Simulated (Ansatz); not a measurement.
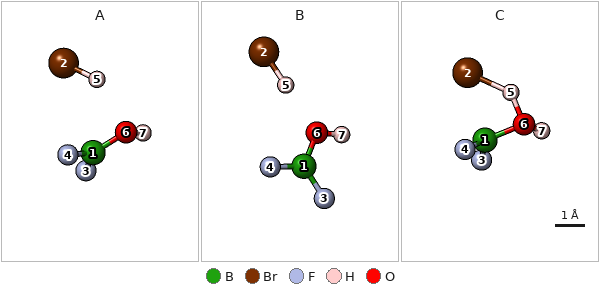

3 geometries from a converged minimum-energy path of BH2OBrF2, shuffled. Style: ball-and-stick. Shown face on.

Level of theory: Ansatz 0.2.0, RKS B3LYP-D4/def2-SVP. Run with 7 movable images; climbing image; force threshold 0.03 eV/Å; iteration limit 60; starting path through a guess of the saddle point.

### Which frame is the transition state?

C. In order along the path, whose images run from 0 to 8: C (image 2, +53.2 kJ/mol), A (image 4, −35.0 kJ/mol), B (image 8, −38.6 kJ/mol). Breaking: B1–Br2 (2.02 → 2.46 at the top → 4.41 Å), H5–O6 (0.98 → 1.21 at the top → 2.01 Å). Forming: Br2–H5 (2.59 → 1.73 at the top → 1.44 Å).

The run took 3.6 min on 2 threads of Intel(R) Xeon(R) Platinum 8488C (Sapphire Rapids), on a shared host, peak memory 0.23 GiB.
